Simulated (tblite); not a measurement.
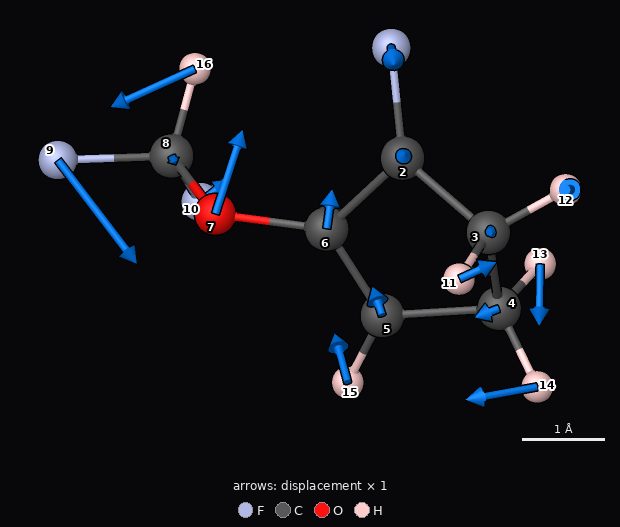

A relaxation of C₆H₆F₃O (charge +1). The starting structure is drawn; blue arrows show the displacements, at their true length. The two geometries are superimposed by the best rigid fit.

Style: ball-and-stick. Shown at a tilt.

These are results of GFN2-xTB geometry optimisation, gas phase in tblite, not measurements. 

**Atoms of which element are displaced furthest, and by how much?**

Fluorine: up to 1.63 Å, against 1.18 Å for hydrogen.

**Describe the change and its energy.**

The energy falls by 171.5 kJ/mol in 113 geometry steps. The largest move after the best rigid fit is that of an F atom, 1.63 Å. Largest moves by element: F 1.63 Å, H 1.18 Å, O 1.12 Å, C 0.52 Å. Some distances before and after: C–F 1.364 → 1.289 Å, C–C 1.319 → 1.384 Å, C–F 1.396 → 1.342 Å, C–O 1.398 → 1.347 Å. Bond angles that change, for instance: H–C–H 113.3° → 104.0°, C–C–O 129.5° → 121.7°, C–C–O 123.2° → 130.7°. Groups turn about C–O by about 120°, C–O by about 95°, C–C by about 45°.
